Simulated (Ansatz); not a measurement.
**SnH2 (triplet): RPA-PBE over a scan of the distance Sn1–H2, def2-SVP**

Aim: run SnH2 (triplet) with these functionals over a scan of the distance Sn1–H2, and hold them against the top wave-function level at the same points.

The runs use Ansatz 0.2.0, Gaussian basis; def2-SVP, all electrons in the functionals, frozen cores in the correlation of double hybrids and RPA.

To be run: RPA-PBE, at 1.402 Å; 1.530 Å; 1.715 Å; 1.926 Å; 2.108 Å; 2.382 Å; 2.691 Å; 3.100 Å; 3.786 Å; 4.682 Å; 5.791 Å.

19 further runs of the same task are left out: 16 that didn't finish, 3 set aside as unsound or not needed.

### Step 1. What is computed

The geometry derives from a PBE0/def2-TZVP stationary point (not a proven minimum). One bond is set to the value named and the two fragments are kept rigid. No spin-orbit coupling is included. Elements past krypton take def2 core potentials.

3 atoms, charge 0, spin multiplicity 3.

Atoms are counted from 1 here; the program's logs count them from 0.

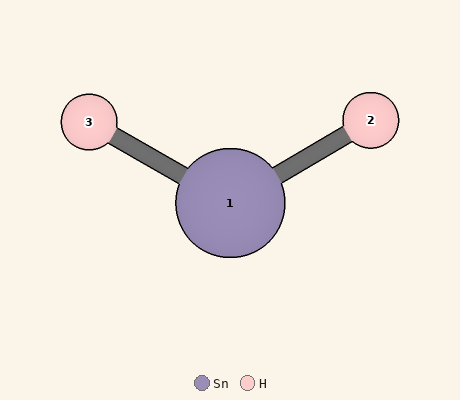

The structure; tin purple, hydrogen pink; atoms are numbered from 1 in the order of the file.

No dispersion term is added.

The geometry shown and the zero of energy belong to the point 1.715 Å. The yardstick, FCI, and other wave-function levels (R restricted, U unrestricted, valence and pair active spaces) come from earlier runs.

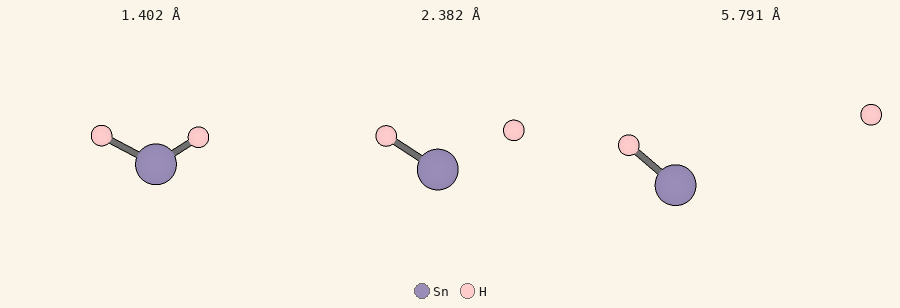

Three points of the scan; sticks are drawn by distance.

### Step 2. RPA-PBE, 1.402 Å

Contents of in.yaml:

```yaml
crystal:
  periodic: [false, false, false]
  atoms:
    - {symbol: Sn, position_ang: [0.000000, -0.013078, -0.002260]}
    - {symbol: H, position_ang: [0.000000, 0.691461, -1.214377]}
    - {symbol: H, position_ang: [0.000000, 0.848766, 1.480493]}
basis:
  gaussian: {orbitals: def2-SVP}
magnetization: {spin_polarized: true, initial_magnetization: 2}
hamiltonian: {xc: {name: PBE}}
correlation: {method: rpa, electrons: outside_noble_gas}
```

Launch:

```bash
$ ansatz run in.yaml --threads 1 --pin off --events-out ev --progress --plain --max-ram 2393MiB
```

What it wrote:

```text
Functional definition: PBE
  name "PBE"
  cite "Perdew, Burke & Ernzerhof, Phys. Rev. Lett. 77, 3865 (1996) doi:10.1103/PhysRevLett.77.3865"
  parent pbe
  parameter kappa = 0.804
  parameter beta = 0.06672455060314922
  exchange = pbe_x(kappa = kappa, mu = beta*pi^2/3)
  correlation = pbe_c(beta = beta)
444 factors; integrals over basis functions are off by at most 5.0e-4 eV
mean field evaluation 1: about -5859.5547 eV, gradient 8.4e0 eV
mean field evaluation 2: about -5859.5516 eV, gradient 8.4e0 eV
mean field evaluation 4: about -5860.0993 eV, gradient 1.2e0 eV
mean field evaluation 8: about -5860.1110 eV, gradient 3.0e-2 eV
mean field evaluation 16: about -5860.1110 eV, gradient 1.4e-6 eV
mean field -5860.11100193 eV, -215.3551071951 hartree, gradient 1.4e-6 eV, S^2 2.001385; 0 other end points of the search recorded, 0 dependent functions left out
9 core orbitals not correlated: weight in the atoms' cores, before any rotation towards them, 0.990 or more for the frozen orbitals, at most 0.006 for the correlated occupied ones
reference -5833.88516202 eV, -214.3913253549 hartree; 4, 2 occupied and 23, 25 virtual orbitals, 444 factors
Total energy: -5837.88089533 eV, -214.5381658456 hartree
```

Wall time 1.2 s (1 thread of Intel Xeon Platinum 8259CL at 2.50GHz, shared host).

From the report: ⟨S²⟩ of the determinant 2.001 (pure triplet: 2.00).

### Step 3. RPA-PBE, 1.530 Å

Contents of in.yaml:

```yaml
crystal:
  periodic: [false, false, false]
  atoms:
    - {symbol: Sn, position_ang: [0.000000, -0.013615, -0.001336]}
    - {symbol: H, position_ang: [0.000000, 0.755247, -1.324118]}
    - {symbol: H, position_ang: [0.000000, 0.848229, 1.481417]}
basis:
  gaussian: {orbitals: def2-SVP}
magnetization: {spin_polarized: true, initial_magnetization: 2}
hamiltonian: {xc: {name: PBE}}
correlation: {method: rpa, electrons: outside_noble_gas}
```

The command is unchanged.

What it wrote (excerpt; [...] marks lines left out):

```text
Functional definition: PBE
  name "PBE"
  cite "Perdew, Burke & Ernzerhof, Phys. Rev. Lett. 77, 3865 (1996) doi:10.1103/PhysRevLett.77.3865"
  parent pbe
[...]
444 factors; integrals over basis functions are off by at most 5.0e-4 eV
[...]
mean field -5860.86083164 eV, -215.3826629286 hartree, gradient 2.1e-6 eV, S^2 2.001263; 0 other end points of the search recorded, 0 dependent functions left out
9 core orbitals not correlated: weight in the atoms' cores, before any rotation towards them, 0.995 or more for the frozen orbitals, at most 0.003 for the correlated occupied ones
reference -5834.61559577 eV, -214.4181683000 hartree; 4, 2 occupied and 23, 25 virtual orbitals, 444 factors
Total energy: -5838.66351148 eV, -214.5669264585 hartree
```

It took 1.3 s on 1 thread of Intel Xeon Platinum 8259CL at 2.50GHz, shared host.

From the report: ⟨S²⟩ of the determinant 2.001 (pure triplet: 2.00).

### Step 4. RPA-PBE, 1.715 Å

Contents of in.yaml:

```yaml
crystal:
  periodic: [false, false, false]
  atoms:
    - {symbol: Sn, position_ang: [0.000000, -0.014391, 0.000000]}
    - {symbol: H, position_ang: [0.000000, 0.847453, -1.482753]}
    - {symbol: H, position_ang: [0.000000, 0.847453, 1.482753]}
basis:
  gaussian: {orbitals: def2-SVP}
magnetization: {spin_polarized: true, initial_magnetization: 2}
hamiltonian: {xc: {name: PBE}}
correlation: {method: rpa, electrons: outside_noble_gas}
```

Launched as before.

What it wrote (excerpt; [...] marks lines left out):

```text
Functional definition: PBE
  name "PBE"
  cite "Perdew, Burke & Ernzerhof, Phys. Rev. Lett. 77, 3865 (1996) doi:10.1103/PhysRevLett.77.3865"
  parent pbe
[...]
444 factors; integrals over basis functions are off by at most 5.0e-4 eV
[...]
mean field -5861.20813890 eV, -215.3954262348 hartree, gradient 2.0e-6 eV, S^2 2.001154; 0 other end points of the search recorded, 0 dependent functions left out
9 core orbitals not correlated: weight in the atoms' cores, before any rotation towards them, 0.997 or more for the frozen orbitals, at most 0.002 for the correlated occupied ones
reference -5834.87237446 eV, -214.4276047429 hartree; 4, 2 occupied and 23, 25 virtual orbitals, 444 factors
Total energy: -5839.01656896 eV, -214.5799010816 hartree
```

Run time: 1.2 s. Hardware: 1 thread of Intel Xeon Platinum 8259CL at 2.50GHz, shared host.

From the report: ⟨S²⟩ of the determinant 2.001 (pure triplet: 2.00).

### Step 5. RPA-PBE, 1.926 Å

Contents of in.yaml:

```yaml
crystal:
  periodic: [false, false, false]
  atoms:
    - {symbol: Sn, position_ang: [0.000000, -0.015276, 0.001523]}
    - {symbol: H, position_ang: [0.000000, 0.952585, -1.663626]}
    - {symbol: H, position_ang: [0.000000, 0.846568, 1.484276]}
basis:
  gaussian: {orbitals: def2-SVP}
magnetization: {spin_polarized: true, initial_magnetization: 2}
hamiltonian: {xc: {name: PBE}}
correlation: {method: rpa, electrons: outside_noble_gas}
```

Launched as before.

What it wrote (excerpt; [...] marks lines left out):

```text
Functional definition: PBE
  name "PBE"
  cite "Perdew, Burke & Ernzerhof, Phys. Rev. Lett. 77, 3865 (1996) doi:10.1103/PhysRevLett.77.3865"
  parent pbe
[...]
444 factors; integrals over basis functions are off by at most 6.3e-4 eV
[...]
mean field -5861.07086406 eV, -215.3903814777 hartree, gradient 7.3e-6 eV, S^2 2.001340; 0 other end points of the search recorded, 0 dependent functions left out
9 core orbitals not correlated: weight in the atoms' cores, before any rotation towards them, 0.998 or more for the frozen orbitals, at most 0.001 for the correlated occupied ones
reference -5834.58062133 eV, -214.4168830130 hartree; 4, 2 occupied and 23, 25 virtual orbitals, 444 factors
Total energy: -5838.85528793 eV, -214.5739741133 hartree
```

It took 1.2 s on 1 thread of Intel Xeon Platinum 8259CL at 2.50GHz, shared host.

From the report: ⟨S²⟩ of the determinant 2.001 (pure triplet: 2.00).

From 1.715 Å: +0.161 eV.

### Step 6. RPA-PBE, 2.108 Å

Contents of in.yaml:

```yaml
crystal:
  periodic: [false, false, false]
  atoms:
    - {symbol: Sn, position_ang: [0.000000, -0.016040, 0.002837]}
    - {symbol: H, position_ang: [0.000000, 1.043280, -1.819663]}
    - {symbol: H, position_ang: [0.000000, 0.845804, 1.485590]}
basis:
  gaussian: {orbitals: def2-SVP}
magnetization: {spin_polarized: true, initial_magnetization: 2}
hamiltonian: {xc: {name: PBE}}
correlation: {method: rpa, electrons: outside_noble_gas}
```

Launched as before.

What it wrote (excerpt; [...] marks lines left out):

```text
Functional definition: PBE
  name "PBE"
  cite "Perdew, Burke & Ernzerhof, Phys. Rev. Lett. 77, 3865 (1996) doi:10.1103/PhysRevLett.77.3865"
  parent pbe
[...]
444 factors; integrals over basis functions are off by at most 6.3e-4 eV
[...]
mean field -5860.76866777 eV, -215.3792759687 hartree, gradient 7.3e-6 eV, S^2 2.002737; 0 other end points of the search recorded, 0 dependent functions left out
9 core orbitals not correlated: weight in the atoms' cores, before any rotation towards them, 0.998 or more for the frozen orbitals, at most 0.001 for the correlated occupied ones
reference -5834.13734050 eV, -214.4005927429 hartree; 4, 2 occupied and 23, 25 virtual orbitals, 444 factors
Total energy: -5838.52317468 eV, -214.5617691764 hartree
```

It took 1.2 s on 1 thread of Intel Xeon Platinum 8259CL at 2.50GHz, shared host.

From the report: ⟨S²⟩ of the determinant 2.003 (pure triplet: 2.00).

From 1.715 Å: +0.493 eV.

### Step 7. RPA-PBE, 2.382 Å

Contents of in.yaml:

```yaml
crystal:
  periodic: [false, false, false]
  atoms:
    - {symbol: Sn, position_ang: [0.000000, -0.017189, 0.004814]}
    - {symbol: H, position_ang: [0.000000, 1.179822, -2.054576]}
    - {symbol: H, position_ang: [0.000000, 0.844655, 1.487567]}
basis:
  gaussian: {orbitals: def2-SVP}
magnetization: {spin_polarized: true, initial_magnetization: 2}
hamiltonian: {xc: {name: PBE}}
correlation: {method: rpa, electrons: outside_noble_gas}
```

The command is unchanged.

What it wrote (excerpt; [...] marks lines left out):

```text
Functional definition: PBE
  name "PBE"
  cite "Perdew, Burke & Ernzerhof, Phys. Rev. Lett. 77, 3865 (1996) doi:10.1103/PhysRevLett.77.3865"
  parent pbe
[...]
444 factors; integrals over basis functions are off by at most 5.1e-4 eV
[...]
mean field -5860.27157465 eV, -215.3610081335 hartree, gradient 1.2e-6 eV, S^2 2.012167; 4 other end points of the search recorded, 0 dependent functions left out
9 core orbitals not correlated: weight in the atoms' cores, before any rotation towards them, 0.999 or more for the frozen orbitals, at most 0.001 for the correlated occupied ones
reference -5833.53886573 eV, -214.3785992009 hartree; 4, 2 occupied and 23, 25 virtual orbitals, 444 factors
Total energy: -5837.98605593 eV, -214.5420304265 hartree
```

It took 2.6 s on 1 thread of Intel Xeon Platinum 8259CL at 2.50GHz, shared host.

From the report: ⟨S²⟩ of the determinant 2.012 (pure triplet: 2.00).

From 1.715 Å: +1.031 eV.

### Step 8. RPA-PBE, 2.691 Å

Contents of in.yaml:

```yaml
crystal:
  periodic: [false, false, false]
  atoms:
    - {symbol: Sn, position_ang: [0.000000, -0.018486, 0.007045]}
    - {symbol: H, position_ang: [0.000000, 1.333806, -2.319495]}
    - {symbol: H, position_ang: [0.000000, 0.843358, 1.489798]}
basis:
  gaussian: {orbitals: def2-SVP}
magnetization: {spin_polarized: true, initial_magnetization: 2}
hamiltonian: {xc: {name: PBE}}
correlation: {method: rpa, electrons: outside_noble_gas}
```

The command is unchanged.

What it wrote (excerpt; [...] marks lines left out):

```text
Functional definition: PBE
  name "PBE"
  cite "Perdew, Burke & Ernzerhof, Phys. Rev. Lett. 77, 3865 (1996) doi:10.1103/PhysRevLett.77.3865"
  parent pbe
[...]
444 factors; integrals over basis functions are off by at most 5.1e-4 eV
[...]
mean field -5859.86973183 eV, -215.3462406824 hartree, gradient 5.2e-6 eV, S^2 2.025846; 8 other end points of the search recorded, 0 dependent functions left out
9 core orbitals not correlated: weight in the atoms' cores, before any rotation towards them, 0.998 or more for the frozen orbitals, at most 0.001 for the correlated occupied ones
reference -5833.37337347 eV, -214.3725174725 hartree; 4, 2 occupied and 23, 25 virtual orbitals, 444 factors
Total energy: -5837.57682401 eV, -214.5269914305 hartree
```

Wall time 3.3 s (1 thread of Intel Xeon Platinum 8259CL at 2.50GHz, shared host).

From the report: ⟨S²⟩ of the determinant 2.026 (pure triplet: 2.00).

From 1.715 Å: +1.440 eV.

### Step 9. RPA-PBE, 3.100 Å

Contents of in.yaml:

```yaml
crystal:
  periodic: [false, false, false]
  atoms:
    - {symbol: Sn, position_ang: [0.000000, -0.020202, 0.009997]}
    - {symbol: H, position_ang: [0.000000, 1.537622, -2.670149]}
    - {symbol: H, position_ang: [0.000000, 0.841642, 1.492750]}
basis:
  gaussian: {orbitals: def2-SVP}
magnetization: {spin_polarized: true, initial_magnetization: 2}
hamiltonian: {xc: {name: PBE}}
correlation: {method: rpa, electrons: outside_noble_gas}
```

Launched as before.

What it wrote (excerpt; [...] marks lines left out):

```text
Functional definition: PBE
  name "PBE"
  cite "Perdew, Burke & Ernzerhof, Phys. Rev. Lett. 77, 3865 (1996) doi:10.1103/PhysRevLett.77.3865"
  parent pbe
[...]
446 factors; integrals over basis functions are off by at most 5.1e-4 eV
[...]
mean field -5859.65809180 eV, -215.3384630548 hartree, gradient 1.2e-6 eV, S^2 2.011271; 8 other end points of the search recorded, 0 dependent functions left out
9 core orbitals not correlated: weight in the atoms' cores, before any rotation towards them, 0.998 or more for the frozen orbitals, at most 0.001 for the correlated occupied ones
reference -5833.55669874 eV, -214.3792545520 hartree; 4, 2 occupied and 23, 25 virtual orbitals, 446 factors
Total energy: -5837.46603065 eV, -214.5229198497 hartree
```

It took 3.3 s on 1 thread of Intel Xeon Platinum 8259CL at 2.50GHz, shared host.

From the report: ⟨S²⟩ of the determinant 2.011 (pure triplet: 2.00).

From 1.715 Å: +1.551 eV.

### Step 10. RPA-PBE, 3.786 Å

Contents of in.yaml:

```yaml
crystal:
  periodic: [false, false, false]
  atoms:
    - {symbol: Sn, position_ang: [0.000000, -0.023080, 0.014949]}
    - {symbol: H, position_ang: [0.000000, 1.879475, -3.258288]}
    - {symbol: H, position_ang: [0.000000, 0.838764, 1.497702]}
basis:
  gaussian: {orbitals: def2-SVP}
magnetization: {spin_polarized: true, initial_magnetization: 2}
hamiltonian: {xc: {name: PBE}}
correlation: {method: rpa, electrons: outside_noble_gas}
```

Launched as before.

What it wrote (excerpt; [...] marks lines left out):

```text
Functional definition: PBE
  name "PBE"
  cite "Perdew, Burke & Ernzerhof, Phys. Rev. Lett. 77, 3865 (1996) doi:10.1103/PhysRevLett.77.3865"
  parent pbe
[...]
447 factors; integrals over basis functions are off by at most 5.1e-4 eV
[...]
mean field -5859.59640389 eV, -215.3361960660 hartree, gradient 3.7e-6 eV, S^2 2.002297; 6 other end points of the search recorded, 0 dependent functions left out
9 core orbitals not correlated: weight in the atoms' cores, before any rotation towards them, 0.998 or more for the frozen orbitals, at most 0.001 for the correlated occupied ones
reference -5833.63091229 eV, -214.3819818497 hartree; 4, 2 occupied and 23, 25 virtual orbitals, 447 factors
Total energy: -5837.50809470 eV, -214.5244656752 hartree
```

It took 4 s on 1 thread of Intel Xeon Platinum 8259CL at 2.50GHz, shared host.

From the report: ⟨S²⟩ of the determinant 2.002 (pure triplet: 2.00).

From 1.715 Å: +1.508 eV.

### Step 11. RPA-PBE, 4.682 Å

Contents of in.yaml:

```yaml
crystal:
  periodic: [false, false, false]
  atoms:
    - {symbol: Sn, position_ang: [0.000000, -0.026839, 0.021416]}
    - {symbol: H, position_ang: [0.000000, 2.325977, -4.026469]}
    - {symbol: H, position_ang: [0.000000, 0.835005, 1.504169]}
basis:
  gaussian: {orbitals: def2-SVP}
magnetization: {spin_polarized: true, initial_magnetization: 2}
hamiltonian: {xc: {name: PBE}}
correlation: {method: rpa, electrons: outside_noble_gas}
```

Launched as before.

What it wrote (excerpt; [...] marks lines left out):

```text
Functional definition: PBE
  name "PBE"
  cite "Perdew, Burke & Ernzerhof, Phys. Rev. Lett. 77, 3865 (1996) doi:10.1103/PhysRevLett.77.3865"
  parent pbe
[...]
445 factors; integrals over basis functions are off by at most 5.1e-4 eV
[...]
mean field -5859.58293614 eV, -215.3357011353 hartree, gradient 9.4e-10 eV, S^2 2.001974; 6 other end points of the search recorded, 0 dependent functions left out
9 core orbitals not correlated: weight in the atoms' cores, before any rotation towards them, 0.998 or more for the frozen orbitals, at most 0.001 for the correlated occupied ones
reference -5833.64842566 eV, -214.3826254540 hartree; 4, 2 occupied and 23, 25 virtual orbitals, 445 factors
Total energy: -5837.52802545 eV, -214.5251981168 hartree
```

Wall time 6 s (1 thread of Intel Xeon Platinum 8259CL at 2.50GHz, shared host).

From the report: ⟨S²⟩ of the determinant 2.002 (pure triplet: 2.00).

From 1.715 Å: +1.489 eV.

### Step 12. RPA-PBE, 5.791 Å

Contents of in.yaml:

```yaml
crystal:
  periodic: [false, false, false]
  atoms:
    - {symbol: Sn, position_ang: [0.000000, -0.031492, 0.029421]}
    - {symbol: H, position_ang: [0.000000, 2.878623, -4.977265]}
    - {symbol: H, position_ang: [0.000000, 0.830352, 1.512174]}
basis:
  gaussian: {orbitals: def2-SVP}
magnetization: {spin_polarized: true, initial_magnetization: 2}
hamiltonian: {xc: {name: PBE}}
correlation: {method: rpa, electrons: outside_noble_gas}
```

The command is unchanged.

What it wrote (excerpt; [...] marks lines left out):

```text
Functional definition: PBE
  name "PBE"
  cite "Perdew, Burke & Ernzerhof, Phys. Rev. Lett. 77, 3865 (1996) doi:10.1103/PhysRevLett.77.3865"
  parent pbe
[...]
444 factors; integrals over basis functions are off by at most 5.1e-4 eV
[...]
mean field -5859.57868243 eV, -215.3355448141 hartree, gradient 1.0e-10 eV, S^2 2.001978; 7 other end points of the search recorded, 0 dependent functions left out
9 core orbitals not correlated: weight in the atoms' cores, before any rotation towards them, 0.998 or more for the frozen orbitals, at most 0.001 for the correlated occupied ones
reference -5833.65175863 eV, -214.3827479385 hartree; 4, 2 occupied and 23, 25 virtual orbitals, 444 factors
Total energy: -5837.53106523 eV, -214.5253098265 hartree
```

It took 15 s on 1 thread of Intel Xeon Platinum 8259CL at 2.50GHz, shared host.

From the report: ⟨S²⟩ of the determinant 2.002 (pure triplet: 2.00).

From 1.715 Å: +1.486 eV.

### Step 13. The comparison

The yardstick is full CI for this spin, exact in this basis with these frozen cores. It comes from earlier runs at the same points. Energies in eV, counted from 1.715 Å; blanks weren't run or aren't comparable.

| level | 1.402 Å | 1.530 Å | 1.715 Å | 1.926 Å | 2.108 Å | 2.382 Å | 2.691 Å | 3.100 Å | 3.786 Å | 4.682 Å | 5.791 Å |
| --- | --- | --- | --- | --- | --- | --- | --- | --- | --- | --- | --- |
| FCI | 1.109 | 0.335 | 0.000 | 0.184 | 0.531 | 1.075 | 1.467 | 1.619 | 1.638 | 1.639 | 1.639 |
| RPA-PBE | 1.136 | 0.353 | 0.000 | 0.161 | 0.493 | 1.031 | 1.440 | 1.551 | 1.508 | 1.489 | 1.486 |

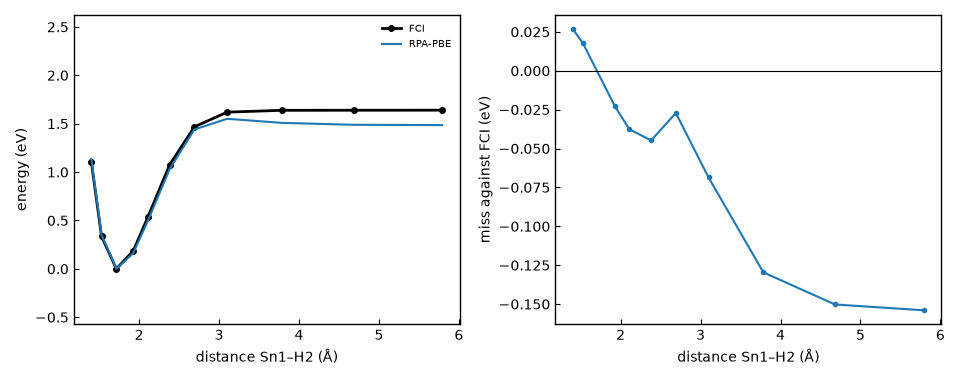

Left: the curves (the axis may cut off levels that run far away). Right: misses against FCI, in the same colours.

Largest miss and mean time a point (FCI took 21 s a point; shared hosts):

| level | largest miss (eV) | where | time a point |
| --- | --- | --- | --- |
| RPA-PBE | -0.154 | 5.791 Å | 3.7 s |

### Step 14. Results

```
             quantity                value
span of the FCI curve             1.639 eV
largest miss, RPA-PBE  -0.154 eV (5.791 Å)
```

**Reading.** RPA-PBE strays by up to 0.154 eV, at 5.791 Å. Functionals and the yardstick converge differently with the basis, so part of each miss in def2-SVP is the basis.
